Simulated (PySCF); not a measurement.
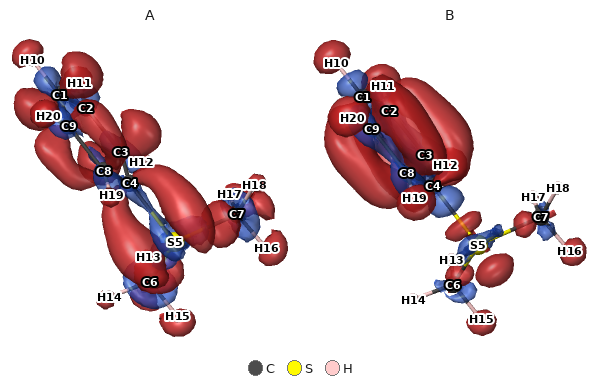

*C8H11S, charge +1, SMILES `c1ccc([S+](C)C)cc1`. The two Fukui functions at ±0.02 e/Å³ (red positive, blue negative).*

PySCF calculation, PBE/6-31G*, gas phase; geometry: GFN2-xTB. No frequency check shows the geometry to be a minimum. GFN2-xTB bond lengths at metals and heavier atoms can be off by up to 0.1 Å and shapes distorted, which carries into these values.

### Which panel is f⁻ (electron removed) and which f⁺ (electron added)?

A is f⁺, B is f⁻. f⁻ (Hirshfeld-condensed) is largest on C9 (0.15), C3 (0.14) and C8 (0.10); the vertical ionisation energy is 13.31 eV (the stability of the dication's solution wasn't checked). f⁺ (Hirshfeld-condensed) is largest on S5 (0.17); the vertical electron affinity is 3.56 eV (the stability of the neutral species's solution wasn't checked; rough: the basis has no diffuse functions).

### What chemical potential and hardness follow from the two energies?

μ = −(I + A)/2 = −8.43 eV and η = I − A = 9.75 eV.

Cost of the run: 2.3 min on 1 thread of Intel(R) Xeon(R) 6975P-C (Granite Rapids), on a shared host, peak memory 0.67 GiB.
